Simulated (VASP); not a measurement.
Band structure of Li2O (space group Fm-3m). Computed with PBE GGA, VASP's PBE PAW potentials (set 64) (plane waves; VASP).

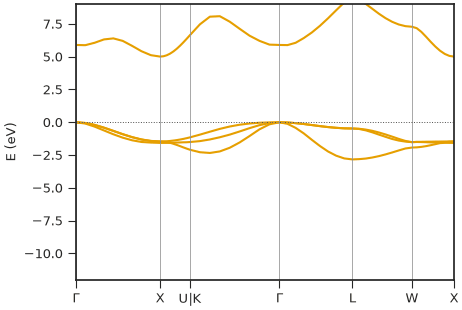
Figure: Bands along high-symmetry lines, zero at the valence-band maximum or, without a gap, the Fermi level

Read the plot: is there a gap, and where are the band edges?

The gap is indirect, 5.01 eV, from the valence maximum at Γ to the conduction minimum at X.

The structure comes from a computed database's Li2O entry; how it stands against other phases isn't given here. The cell was not relaxed at this level.
